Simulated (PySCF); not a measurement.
**UPBE0/cc-pVTZ run of BH2 (boron dihydride)**

Aim: the vertical doublet–quartet gap of BH2 (boron dihydride) at UPBE0/cc-pVTZ, from 2 runs. The job is set up through a Python script.

The results are computed with PySCF 2.14.0.

2 further runs of the same task are left out: 2 set aside as unsound or not needed.

### 1 The system as given

BH2: 3 atoms, total charge 0, spin state doublet. SMILES: `[BH2]`. The coordinates come from a GFN2-xTB relaxation.

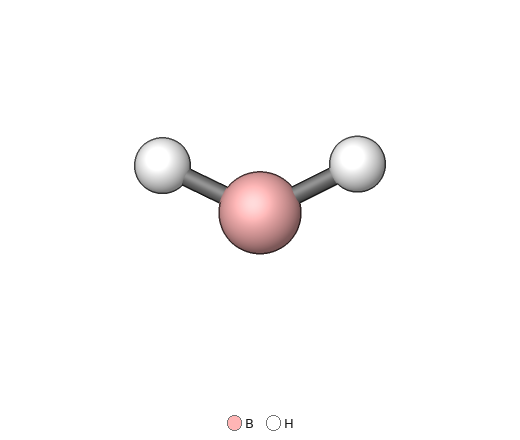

Viewed from a chosen angle; boron pink, hydrogen white.

### 2 A single-point energy at UPBE0/cc-pVTZ

job.py

```python
from pyscf import gto, dft

mol = gto.M(
    atom='''
B      0.496696    -0.314129     0.243094
H      0.529161     1.861985     0.493181
H     -1.025857    -1.547856    -0.736294
''',
    unit='bohr',
    basis='cc-pvtz',
    verbose=4,
    max_memory=1860,
    spin=1,
)

ks = dft.UKS(mol, xc='pbe0')
ks.grids.level = 5
ks.conv_tol = 1e-10
ks.kernel()
if not ks.converged:
    ks = ks.newton().run(ks.mo_coeff, ks.mo_occ)

e_final = ks.e_tot
print('E(%s) = %.9f' % ('PBE0', e_final))
```

Command:

```console
$ OMP_NUM_THREADS=1 python job.py
```

Standard output:

```text
PySCF version 2.14.0

[INPUT] num. atoms = 3
[INPUT] num. electrons = 7
[INPUT] charge = 0
[INPUT] spin (= nelec alpha-beta = 2S) = 1
[INPUT] symmetry False subgroup None
[INPUT] Mole.unit = bohr
[INPUT] Symbol           X                Y                Z      unit          X                Y                Z       unit  Magmom
[INPUT]  1 B      0.262840203955  -0.166229908089   0.128639804911 AA    0.496696000000  -0.314129000000   0.243094000000 Bohr   0.0
[INPUT]  2 H      0.280019942108   0.985320029075   0.260980146059 AA    0.529161000000   1.861985000000   0.493181000000 Bohr   0.0
[INPUT]  3 H     -0.542860146063  -0.819090120986  -0.389630005337 AA   -1.025857000000  -1.547856000000  -0.736294000000 Bohr   0.0

nuclear repulsion = 4.81824332927891
number of shells = 21
number of NR pGTOs = 74
number of NR cGTOs = 58
basis = cc-pvtz
ecp = {}

******** <class 'pyscf.dft.uks.UKS'> ********
method = UKS
initial guess = minao
damping factor = 0
level_shift factor = 0
DIIS = <class 'pyscf.scf.diis.CDIIS'>
diis_start_cycle = 1
diis_space = 8
diis_damp = 0
SCF conv_tol = 1e-10
SCF conv_tol_grad = None
SCF max_cycles = 50
direct_scf = True
direct_scf_tol = 1e-13
number electrons alpha = 4  beta = 3
XC library pyscf.dft.libxc version 7.0.0
    S. Lehtola, C. Steigemann, M. J.T. Oliveira, and M. A.L. Marques.,  SoftwareX 7, 1–5 (2018)
XC functionals = pbe0
radial grids:
    Treutler-Ahlrichs [JCP 102, 346 (1995); DOI:10.1063/1.469408] (M4) radial grids

becke partition: Becke, JCP 88, 2547 (1988); DOI:10.1063/1.454033
pruning grids: <function nwchem_prune>
grids dens level: 5
symmetrized grids: False
atomic radii adjust function: <function treutler_atomic_radii_adjust>
small_rho_cutoff = 0
Set gradient conv threshold to 1e-05
tot grids = 90240
init E= -25.7477591885597
[... the frontier-level lines of each cycle are left out ...]


cycle= 1 E= -25.8886701537382  delta_E= -0.141  |g|= 0.0668  |ddm|= 0.736
cycle= 2 E= -25.8931540212405  delta_E= -0.00448  |g|= 0.0133  |ddm|= 0.114
cycle= 3 E= -25.8934073670782  delta_E= -0.000253  |g|= 0.00515  |ddm|= 0.0198
cycle= 4 E= -25.8934340948864  delta_E= -2.67e-05  |g|= 0.00135  |ddm|= 0.00834
cycle= 5 E= -25.8934365398694  delta_E= -2.44e-06  |g|= 0.000355  |ddm|= 0.00174
cycle= 6 E= -25.8934367148064  delta_E= -1.75e-07  |g|= 7.35e-05  |ddm|= 0.00061
cycle= 7 E= -25.8934367210402  delta_E= -6.23e-09  |g|= 1.35e-05  |ddm|= 0.000106
cycle= 8 E= -25.8934367213168  delta_E= -2.77e-10  |g|= 2.34e-06  |ddm|= 3.16e-05
cycle= 9 E= -25.893436721327  delta_E= -1.02e-11  |g|= 3.12e-07  |ddm|= 6.66e-06
Extra cycle  E= -25.8934367213273  delta_E= -2.98e-13  |g|= 1.05e-07  |ddm|= 3.98e-07
converged SCF energy = -25.8934367213273  <S^2> = 0.75190547  2S+1 = 2.0019046
E(PBE0) = -25.893436721
```

Wall time 3.9 s (1 thread of Arm Neoverse V2, shared host); peak memory 0.29 GiB.

### 3 The quartet at the same level

calc.py

```python
from pyscf import gto, dft

molecule = gto.Mole()
molecule.atom = '''
B      0.496696    -0.314129     0.243094
H      0.529161     1.861985     0.493181
H     -1.025857    -1.547856    -0.736294
'''
molecule.basis = 'cc-pvtz'
molecule.verbose = 3
molecule.unit = 'bohr'
molecule.max_memory = 1860
molecule.spin = 3
molecule.build()

mf = dft.UKS(molecule)
mf.xc = 'pbe0'
mf.grids.level = 5
mf.conv_tol = 1e-10
mf.kernel()
if not mf.converged:
    mf = mf.newton().run(mf.mo_coeff, mf.mo_occ)

e_tot = mf.e_tot
print(f'total energy: {e_tot:.8f} hartree')
```

Command:

```console
$ OMP_NUM_THREADS=1 python calc.py
```

Standard output:

```text
WARN: HOMO -0.114406171884379 >= LUMO -0.396882758404388

WARN: HOMO -0.206136754101427 >= LUMO -0.313775178274588

WARN: HOMO -0.203332007239492 >= LUMO -0.293899341423948

WARN: HOMO -0.200608696673001 >= LUMO -0.290631479407012

WARN: HOMO -0.201702223130475 >= LUMO -0.291548484153855

WARN: HOMO -0.201461938024519 >= LUMO -0.291219176240268

WARN: HOMO -0.201516633586619 >= LUMO -0.291254103278225

WARN: HOMO -0.201514770231133 >= LUMO -0.291247681724003

WARN: HOMO -0.201514378830502 >= LUMO -0.291246683987443

WARN: HOMO -0.201514479910119 >= LUMO -0.291246719118859

WARN: HOMO -0.201514538726109 >= LUMO -0.291246801341178

converged SCF energy = -25.6990521916647  <S^2> = 3.7519528  2S+1 = 4.0009763
total energy: -25.69905219 hartree
```

Wall time 4.2 s (1 thread of Arm Neoverse V2, shared host); peak memory 0.29 GiB.

### 4 Summary of results

Level: UPBE0/cc-pVTZ.

```
                                        quantity         value
                           doublet: total energy  -25.89344 Eh
                          doublet: dipole moment        0.50 D
     doublet: HOMO energy (highest over α and β)      -6.16 eV
      doublet: LUMO energy (lowest over α and β)      -2.29 eV
                                   doublet: ⟨S²⟩         0.752
                           quartet: total energy  -25.69905 Eh
                          quartet: dipole moment        1.26 D
     quartet: HOMO energy (highest over α and β)      -5.48 eV
                                   quartet: ⟨S²⟩         3.752
vertical energy of the quartet above the doublet      5.289 eV
```

What this shows: At this shape the quartet lies 5.29 eV (122 kcal/mol) above the doublet. Mulliken charges (doublet) run from -0.12 on B1 to +0.06 on H2. Mulliken charges (quartet) run from -0.44 on B1 to +0.22 on H2.
